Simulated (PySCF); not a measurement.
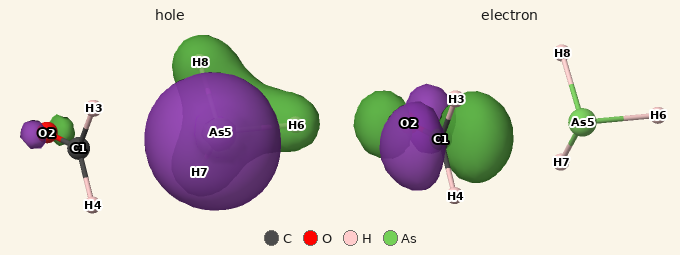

CH₅AsO, SMILES `C=O.[AsH3]`. Leading natural transition orbital pair of S₂ (TDA singlet states); the surfaces enclose about 70 % of each orbital's density.

Level of theory: B3LYP/def2-SVP (PySCF), at a geometry from GFN2-xTB. The pair's geometry is semi-empirical, so its contact may be too short or too long. GFN2-xTB bond lengths at metals and heavier atoms can be off by up to 0.1 Å and shapes distorted, which carries into these values. Without diffuse functions Rydberg states are missing, so the states' numbers hold for this basis only.

Input script:

```python
import numpy as np
from pyscf import gto, scf, dft, tdscf
from pyscf.scf import atom_ks, atom_hf
from scipy.linalg import block_diag

def solve(mol, dm0=None, hcore=None):
    mf = (dft.UKS if mol.spin else dft.RKS)(mol, xc='b3lyp')
    mf.grids.level = 3
    mf = mf.density_fit(auxbasis='def2-universal-jkfit')
    mf.conv_tol, mf.max_cycle = 1e-8, 80
    if hcore is not None:
        mf.get_hcore = lambda *args: hcore
    mf.kernel(dm0)
    if not mf.converged:
        mf = mf.newton().run(mf.mo_coeff, mf.mo_occ, max_cycle=30)
    assert mf.converged, 'SCF not converged'
    return mf

mol = gto.M(atom='''
C      1.95295     0.54568     0.00074
O      2.24743    -0.61350    -0.00065
H      1.83537     1.12982     0.92955
H      1.83309     1.13126    -0.93229
As    -0.89241     0.04531     0.00023
H     -2.38240    -0.12109    -0.00425
H     -0.76818    -0.99981    -1.05162
H     -0.76561    -1.00145     1.05194
''', basis='def2-svp', charge=0, spin=0, verbose=4)
mf = solve(mol)
td = mf.TDA()
td.nstates, td.singlet, td.conv_tol = 5, True, 1e-5
td.kernel()
td.analyze()
x, y = np.array([p[0] for p in td.xy]), np.array([p[1] + 0 * p[0] for p in td.xy])
f, mu = td.oscillator_strength(), td.transition_dipole()
nto = [td.get_nto(state=i + 1, verbose=4) for i in range(len(td.e))]
# spherically averaged free atoms, for the promolecule
atm = atom_ks.get_atm_nrks(mol, xc='b3lyp')
pro = block_diag(*[(atm[a[0]][2] * atm[a[0]][3]) @ atm[a[0]][2].T for a in mol._atom])
np.savez('result.npz', e=td.e, f=f, ok=td.converged, w=[n[0] for n in nto], nto=[n[1] for n in nto], x=x, y=y, c=mf.mo_coeff, occ=mf.mo_occ, eps=mf.mo_energy, pro=pro, mu=mu)
```

Command:

```sh
OMP_NUM_THREADS=1 python input.py
```

The run took 2.4 min on 1 thread of Intel(R) Xeon(R) Processor @ 2.50GHz (Skylake/Cascade Lake), on a shared host, peak memory 0.49 GiB.

### Give its energy, strength and character.

6.08 eV (204 nm), f = 0.222 (bright), n → σ*, charge transfer, whose energy this functional puts too low; the leading pair carries 97 %; hole on As5 (71 %), H7 and H8 (7 % each) and H6 (6 %), electron on C1 (42 %), O2 (33 %) and As5 (9 %); their centroids lie 2.3 Å apart. In canonical orbitals it is mainly HOMO−1 → LUMO (94 %). The HOMO–LUMO gap is 6.03 eV.
